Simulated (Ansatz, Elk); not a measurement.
# Bonding as seen by X-rays: Mn2InAg4Sn

Structure refinements treat a crystal as free atoms side by side. For a made-up structure of Mn2InAg4Sn (cell and positions from a PBEsol relaxation) the runs below show what the calculated density changes in F(hkl).

Program: Elk 11.2.3 (patched build). Level of theory: DFT, PBE, all-electron APW+lo, Dirac cores, scalar-relativistic bands, static density, ferromagnetic start. Results are calculated unless marked as measured.

The structure was built from a prototype and need not be the compound's stable phase.

### 1. Set-up

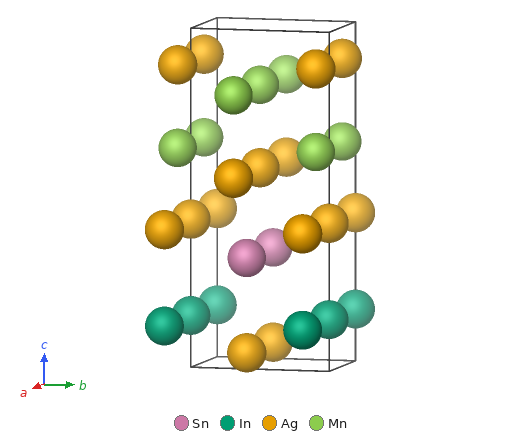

Start, viewed slightly off an axis; tin pink, indium teal, silver orange, manganese green. 2×1×1 cells are drawn. Some periodic images of atoms are drawn too.

### 2. Ground state and structure factors

An all-electron density is needed, since X-rays see the cores too. Task 0 finds the density and task 195 Fourier-transforms it; tshift is off so that phases refer to the origin typed.

Contents of elk.in:

```
tasks
  0
  195
  196

xctype
  20

spinpol
  .true.

rgkmax
  7.0

gmaxvr
  14.0

lmaxo
  7

lmaxapw
  8

swidth
  0.002

tshift
  .false.

ramdisk
  .false.

hmaxvr
  5.5

maxscl
  120

epspot
  1e-06

reducebf
  0.8

sppath
  './'

avec
  5.88258196409 0.00000000000 0.00000000000
  0.00000000000 8.43901465249 0.00000000000
  0.00000000000 0.00000000000 20.08683517871

atoms
  4
  'Sn.in'
  1
  0.5000000000 0.5000000000 0.3439830005   0.000000 0.000000 0.000000
  'In.in'
  1
  0.0000000000 0.0000000000 0.1527140689   0.000000 0.000000 0.000000
  'Ag.in'
  4
  0.5000000000 0.0000000000 0.9076623701   0.000000 0.000000 0.000000
  0.0000000000 0.0000000000 0.4369168086   0.000000 0.000000 0.000000
  0.0000000000 0.5000000000 0.5945879367   0.000000 0.000000 0.000000
  0.5000000000 0.5000000000 0.0644344662   0.000000 0.000000 0.000000
  'Mn.in'
  2
  0.5000000000 0.0000000000 0.6625561849   0.000000 0.000000 -0.195000
  0.0000000000 0.5000000000 0.8392451641   0.000000 0.000000 -0.195000

ngridk
  6 5 2
```

The run is started by

```
OMP_NUM_THREADS=4 elk
```

Numbers of over 12 decimals in the logs are rounded to 6 here.

Output:

```text
┌─────────────────────────┐
│ Elk code version 11.2.3 │
└─────────────────────────┘

All units are atomic (Hartree, Bohr, etc.)

┌─────────────────────────────────────────────────┐
│ Ground-state run starting from atomic densities │
└─────────────────────────────────────────────────┘

Lattice vectors :
   5.882581964       0.000000000       0.000000000
   0.000000000       8.439014652       0.000000000
   0.000000000       0.000000000       20.08683518

Reciprocal lattice vectors :
   1.068099917       0.000000000       0.000000000
   0.000000000      0.7445401585       0.000000000
   0.000000000       0.000000000      0.3128011581

Unit cell volume      :    997.1746835
Brillouin zone volume :   0.2487530194

Muffin-tin inner radius fraction :   0.1000000000E-01

Nuclei treated as point charges

Species : 1 (Sn)
 parameters loaded from : Sn.in
 name : tin
 nuclear charge    :   -50.00000000
 electronic charge :    50.00000000
 atomic mass :    216395.0922
 muffin-tin radius :    2.600000000
 number of radial points in muffin-tin :   1193
 inner part over the whole radius :   0.9914297220E-02
 number on inner part of muffin-tin    :    850
 approximate nuclear radius :   0.8828114845E-04
 number of mesh points to nuclear radius :    428
 atomic positions (lattice), magnetic fields (Cartesian) :
  1 :   0.50000000  0.50000000  0.34398300    0.00000000  0.00000000  0.00000000

Species : 2 (In)
 parameters loaded from : In.in
 name : indium
 nuclear charge    :   -49.00000000
 electronic charge :    49.00000000
 atomic mass :    209300.4102
 muffin-tin radius :    2.600000000
 number of radial points in muffin-tin :   1193
 inner part over the whole radius :   0.9943151076E-02
 number on inner part of muffin-tin    :    850
 approximate nuclear radius :   0.8768807633E-04
 number of mesh points to nuclear radius :    427
 atomic positions (lattice), magnetic fields (Cartesian) :
  1 :   0.00000000  0.00000000  0.15271407    0.00000000  0.00000000  0.00000000

Species : 3 (Ag)
 parameters loaded from : Ag.in
 name : silver
 nuclear charge    :   -47.00000000
 electronic charge :    47.00000000
 atomic mass :    196631.6998
 muffin-tin radius :    2.529482489
 number of radial points in muffin-tin :   1193
 inner part over the whole radius :   0.9948183577E-02
 number on inner part of muffin-tin    :    849
 approximate nuclear radius :   0.8648227117E-04
 number of mesh points to nuclear radius :    426
 atomic positions (lattice), magnetic fields (Cartesian) :
  1 :   0.50000000  0.00000000  0.90766237    0.00000000  0.00000000  0.00000000
  2 :   0.00000000  0.00000000  0.43691681    0.00000000  0.00000000  0.00000000
  3 :   0.00000000  0.50000000  0.59458794    0.00000000  0.00000000  0.00000000
  4 :   0.50000000  0.50000000  0.06443447    0.00000000  0.00000000  0.00000000

Species : 4 (Mn)
 parameters loaded from : Mn.in
 name : manganese
 nuclear charge    :   -25.00000000
 electronic charge :    25.00000000
 atomic mass :    100145.9370
 muffin-tin radius :    2.334906913
 number of radial points in muffin-tin :    993
 inner part over the whole radius :   0.9878520807E-02
 number on inner part of muffin-tin    :    699
 approximate nuclear radius :   0.7074591925E-04
 number of mesh points to nuclear radius :    331
 atomic positions (lattice), magnetic fields (Cartesian) :
  1 :   0.50000000  0.00000000  0.66255618    0.00000000  0.00000000 -0.19500000
  2 :   0.00000000  0.50000000  0.83924516    0.00000000  0.00000000 -0.19500000

Total number of atoms per unit cell :    8
Total muffin-tin volume :    525.0573600
 ratio of muffin-tin to unit cell volume :   0.5265450163

Spin treatment :
 spin-polarised
 global magnetic field (Cartesian) :    0.000000000       0.000000000       0.000000000
 collinear magnetisation in z-direction

Number of Bravais lattice symmetries :    8
Number of crystal symmetries         :    4
Crystal has no inversion symmetry
Complex Hermitian eigensolver will be used

k-point grid :      6     5     2
[...]
│ Loop number : 30 │
└──────────────────┘

Energies :
 Fermi                       :     0.262313
 sum of occupied eigenvalues :     -21353.161234255
 electron kinetic            :      37285.793643148
 core electron kinetic       :      35814.488662634
 Coulomb                     :     -71906.423819558
 Coulomb potential           :     -57298.308176004
 nuclear-nuclear             :     -4139.2665791178
 electron-nuclear            :     -78356.694035156
 Hartree                     :      10589.536794716
 Madelung                    :     -43257.269731556
 xc potential                :     -1340.0469774973
 xc effective B-field        :    -0.599713
 external B-field            :      0.000000
 exchange                    :     -1010.4222485037
 correlation                 :     -17.688053061157
 electron entropic           :    -0.11259501272401E-02
 total energy                :     -35648.741603925
 (external B-field energy excluded from total)

Density of states at Fermi energy :    83.99121007
 (states/Hartree/unit cell)

Estimated indirect band gap :   0.3765849325E-03
 from k-point 3 to k-point 4
Estimated direct band gap   :   0.9523064800E-03
 at k-point 4

Charges :
 core                        :    192.0000000
 valence                     :    145.0000000
 interstitial                :    11.07173654
 muffin-tins (core leakage)
  species : 1 (Sn)
[...]
species : 2 (In)
[...]
species : 3 (Ag)
[...]
species : 4 (Mn)
[...]
total in muffin-tins        :    325.9282635
 total calculated charge     :    336.9995085
 total charge                :    337.0000000
 error                       :   0.4914735408E-03

Moments :
 interstitial                :   0.3885092071
 muffin-tins
  species : 1 (Sn)
[...]
species : 2 (In)
[...]
species : 3 (Ag)
[...]
species : 4 (Mn)
[...]
total in muffin-tins        :    8.038610780
 total moment                :    8.427119987

RMS change in Kohn-Sham potential (target) :   0.6065749826E-06 (  0.1000000000E-05)
Absolute change in total energy (target)   :   0.1545304258E-04 (  0.1000000000E-03)

Convergence targets achieved

┌──────────────────┐
│ Loop number : 31 │
└──────────────────┘

Energies :
 Fermi                       :     0.262313
 sum of occupied eigenvalues :     -21353.161234168
 electron kinetic            :      37285.793629623
 core electron kinetic       :      35814.488661633
 Coulomb                     :     -71906.423801587
 Coulomb potential           :     -57298.308184747
 nuclear-nuclear             :     -4139.2665791178
 electron-nuclear            :     -78356.693990479
 Hartree                     :      10589.536768010
 Madelung                    :     -43257.269709213
 xc potential                :     -1340.0469587887
 xc effective B-field        :    -0.599712
 external B-field            :      0.000000
 exchange                    :     -1010.4222467641
 correlation                 :     -17.688053122896
 electron entropic           :    -0.11259590904804E-02
 total energy                :     -35648.741597810
 (external B-field energy excluded from total)

Density of states at Fermi energy :    83.99195993
 (states/Hartree/unit cell)

Estimated indirect band gap :   0.3763098577E-03
 from k-point 3 to k-point 4
Estimated direct band gap   :   0.9524365821E-03
 at k-point 4

Charges :
 core                        :    192.0000000
 valence                     :    145.0000000
 interstitial                :    11.07173657
 muffin-tins (core leakage)
  species : 1 (Sn)
[...]
species : 2 (In)
[...]
species : 3 (Ag)
[...]
atom 4                    :    45.88209641     ( -0.3286413985E-06)
  species : 4 (Mn)
   atom 1                    :    23.41405693     ( -0.2230930569E-06)
   atom 2                    :    23.41511771     ( -0.2230931937E-06)
 total in muffin-tins        :    325.9282634
 total calculated charge     :    336.9995085
 total charge                :    337.0000000
 error                       :   0.4914735047E-03

Moments :
 interstitial                :   0.3885088019
 muffin-tins
  species : 1 (Sn)
[...]
species : 2 (In)
[...]
species : 3 (Ag)
[...]
atom 4                    :   0.3558920765E-02
  species : 4 (Mn)
   atom 1                    :    3.963834883
   atom 2                    :    3.966358804
 total in muffin-tins        :    8.038605426
 total moment                :    8.427114228

┌──────────────────────────────┐
│ Self-consistent loop stopped │
└──────────────────────────────┘

Warning : core states of species 2 leak from the muffin-tin :   0.1290239371E-03

Wrote STATE.OUT
```

Wall time 22 min (4 threads of Arm Neoverse V1, shared host); peak memory 0.79 GiB.

SFACRHO.OUT:

```text

h k l indices transformed by vhmat matrix:
   1.000000000       0.000000000       0.000000000    
   0.000000000       1.000000000       0.000000000    
   0.000000000       0.000000000       1.000000000    

      h      k      l  multipl.   |H|            Re(F)            Im(F)           |F|

      0      0      0      1   0.0000000       337.00000      0.13825692E-15   337.00000    
      0      0      1      1  0.31280116      0.73515097       23.452786       23.464305    
      0      0     -1      1  0.31280116      0.73515097      -23.452786       23.464305    
      0      0      2      1  0.62560232       41.820301      0.66969670       41.825663    
      0      0     -2      1  0.62560232       41.820301     -0.66969670       41.825663    
      0      1      0      2  0.74454016     -0.81888382      0.18217173E-13  0.81888382    
      0      1      1      2  0.80757948       19.823627      -1.1497711       19.856942    
      0     -1     -1      2  0.80757948       19.823627       1.1497711       19.856942    
      0      0      3      1  0.93840347       2.1893187       11.844267       12.044906    
      0      0     -3      1  0.93840347       2.1893187      -11.844267       12.044906    
      0      1      2      2  0.97248049       3.1073954      -17.204857       17.483221    
      0     -1     -2      2  0.97248049       3.1073954       17.204857       17.483221    
     -1      0      0      2   1.0680999     -0.71441042      0.45247415E-13  0.71441042    
      1      0      1      2   1.1129609      -71.499591      -1.7470889       71.520933    
      1      0     -1      2   1.1129609      -71.499591       1.7470889       71.520933    
      0      1      3      2   1.1978903      -83.950689       2.3364284       83.983195    
      0     -1     -3      2   1.1978903      -83.950689      -2.3364284       83.983195    
      1      0     -2      2   1.2378270       1.6839762      -56.959337       56.984224
```

Elk indexes on the primitive cell of elk.in and gives |H| = 4π sin θ/λ in inverse bohr. Below, one row stands for each form hkl of the conventional cell (m members, Friedel mates merged), F is for one primitive cell and the density is static (no thermal factor). Free-atom factors are Waasmaier and Kirfel's, and R is Σm||F|−|F'||/Σm|F|.

| hkl | m | sin θ/λ (Å⁻¹) | abs F, DFT | neutral atoms | diff. | abs of complex diff. |
| --- | --- | --- | --- | --- | --- | --- |
| 001 | 2 | 0.047 | 23.464 | 23.571 | -0.107 | 0.107 |
| 002 | 2 | 0.094 | 41.826 | 42.083 | -0.257 | 0.257 |
| 010 | 2 | 0.112 | 0.819 | 0.795 | +0.024 | 0.024 |
| 011 | 4 | 0.121 | 19.857 | 19.991 | -0.134 | 0.140 |
| 003 | 2 | 0.141 | 12.045 | 12.089 | -0.044 | 0.074 |
| 012 | 4 | 0.146 | 17.483 | 18.077 | -0.594 | 0.606 |
| 100 | 2 | 0.161 | 0.714 | 0.689 | +0.025 | 0.025 |
| 101 | 4 | 0.167 | 71.521 | 72.105 | -0.584 | 0.585 |
| 013 | 4 | 0.180 | 83.983 | 84.196 | -0.213 | 0.213 |
| 102 | 4 | 0.186 | 56.984 | 57.103 | -0.119 | 0.120 |
| 004 | 2 | 0.188 | 140.224 | 140.600 | -0.377 | 0.379 |
| 110 | 4 | 0.196 | 42.092 | 42.121 | -0.029 | 0.029 |
| 111 | 8 | 0.201 | 169.273 | 169.937 | -0.664 | 0.664 |
| 103 | 4 | 0.214 | 125.474 | 125.913 | -0.439 | 0.439 |
| 112 | 8 | 0.217 | 11.139 | 11.274 | -0.135 | 0.137 |
| 014 | 4 | 0.219 | 207.119 | 208.251 | -1.132 | 1.132 |
| 020 | 2 | 0.224 | 259.152 | 260.486 | -1.334 | 1.334 |
| 021 | 4 | 0.229 | 20.615 | 20.559 | +0.056 | 0.058 |
| 005 | 2 | 0.235 | 10.487 | 10.714 | -0.227 | 0.266 |
| 113 | 8 | 0.241 | 156.251 | 157.229 | -0.977 | 0.978 |
| 022 | 4 | 0.243 | 33.957 | 34.320 | -0.363 | 0.363 |
| 104 | 4 | 0.247 | 42.629 | 42.716 | -0.087 | 0.088 |

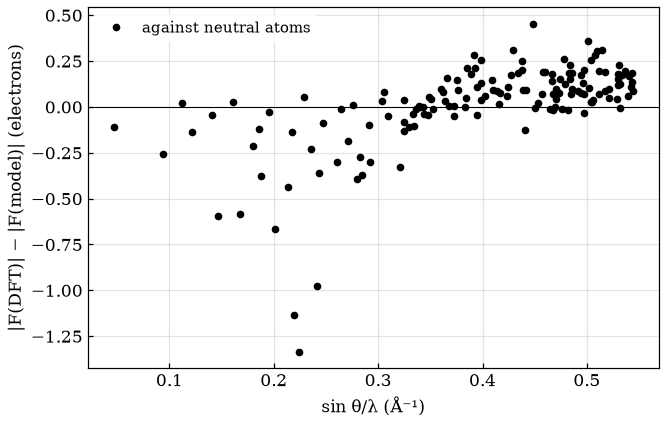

Difference between the calculated structure factors and the independent-atom ones.

### 3. The magnetisation density

The same run holds the spin density, and task 196 transforms it. The order is that of the start, and no other was tried.

SFACMAG_1.OUT:

```text

h k l indices transformed by vhmat matrix:
   1.000000000       0.000000000       0.000000000    
   0.000000000       1.000000000       0.000000000    
   0.000000000       0.000000000       1.000000000    

      h      k      l  multipl.   |H|            Re(F)            Im(F)           |F|

      0      0      0      1   0.0000000       8.4271146      0.65264354E-17   8.4271146    
      0      0      1      1  0.31280116      0.25893178E-01  -6.9082237       6.9082722    
      0      0     -1      1  0.31280116      0.25893178E-01   6.9082237       6.9082722    
      0      0      2      1  0.62560232      -3.2683234     -0.53745010E-01   3.2687653    
      0      0     -2      1  0.62560232      -3.2683234      0.53745010E-01   3.2687653    
      0      1      0      2  0.74454016     -0.94557195E-02  0.37874058E-15  0.94557195E-02
      0      1      1      2  0.80757948      -3.6460267     -0.19755366E-01   3.6460802    
      0     -1     -1      2  0.80757948      -3.6460267      0.19755366E-01   3.6460802    
      0      0      3      1  0.93840347      0.98402979E-02 -0.70673986      0.70680836    
      0      0     -3      1  0.93840347      0.98402979E-02  0.70673986      0.70680836    
      0      1      2      2  0.97248049     -0.47563463E-01   5.7212816       5.7214793    
      0     -1     -2      2  0.97248049     -0.47563463E-01  -5.7212816       5.7214793    
     -1      0      0      2   1.0680999     -0.21624479E-01  0.94348584E-15  0.21624479E-01
      1      0      1      2   1.1129609       3.1153657      0.13175303E-01   3.1153936    
      1      0     -1      2   1.1129609       3.1153657     -0.13175303E-01   3.1153936    
      0      1      3      2   1.1978903       5.7626672      0.10528735       5.7636290
```

The total moment is 8.43 μB a cell; sphere moments: Sn1 +0.01, In2 -0.01, Ag3 +0.05, Ag4 +0.01, Ag5 +0.05, Ag6 0.00, Mn7 +3.96, Mn8 +3.97 μB. Polarised neutrons measure spin and orbital magnetisation together; without spin-orbit coupling the run gives the spin part:

| hkl | sin θ/λ (Å⁻¹) | abs F_M (μB) |
| --- | --- | --- |
| 001 | 0.047 | 6.908 |
| 002 | 0.094 | 3.269 |
| 010 | 0.112 | 0.009 |
| 011 | 0.121 | 3.646 |
| 003 | 0.141 | 0.707 |
| 012 | 0.146 | 5.721 |
| 100 | 0.161 | 0.022 |
| 101 | 0.167 | 3.115 |
| 013 | 0.180 | 5.764 |
| 102 | 0.186 | 4.982 |
| 004 | 0.188 | 3.394 |
| 110 | 0.196 | 5.473 |
| 111 | 0.201 | 4.501 |
| 103 | 0.214 | 4.929 |

[end of part 1 of 2]

[Logs are printed without paths, hosts, clocks, repeated set-up lines and the standing remarks that a program may print on its own settings, such as how far it seeks lower states.]

[Hosts, paths, dates, database ids (printed as entryN), source tags and the programs' standing remarks are cut or masked in the printed files.]
